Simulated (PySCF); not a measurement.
C₂H₃, SMILES C=[CH], doublet at its CAM-B3LYP/def2-SVP optimised geometry (Å):

```
5

C     -0.5382    -0.0038     0.0000
C      0.7696    -0.0038     0.0000
H     -1.3527     0.7209     0.0000
H      1.3487     0.9330     0.0001
H      1.3527    -0.9330     0.0000
```

Computed with unrestricted CAM-B3LYP/def2-TZVP (PySCF 2.14.0). Cells within 0.4 Å of a nucleus heavier than hydrogen are left out (blank, or x).

Map of the log10 of the electron density (e/bohr³), floored at −4 on the plane z = 0.0 Å:

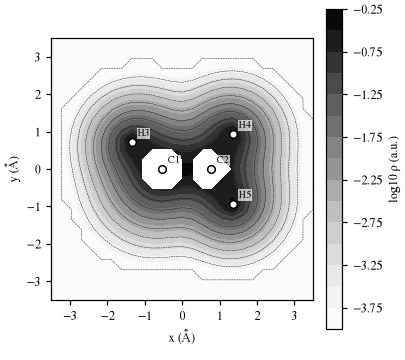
Figure: Log10 of the electron density (e/bohr³), floored at −4 on the plane z = 0.0 Å.
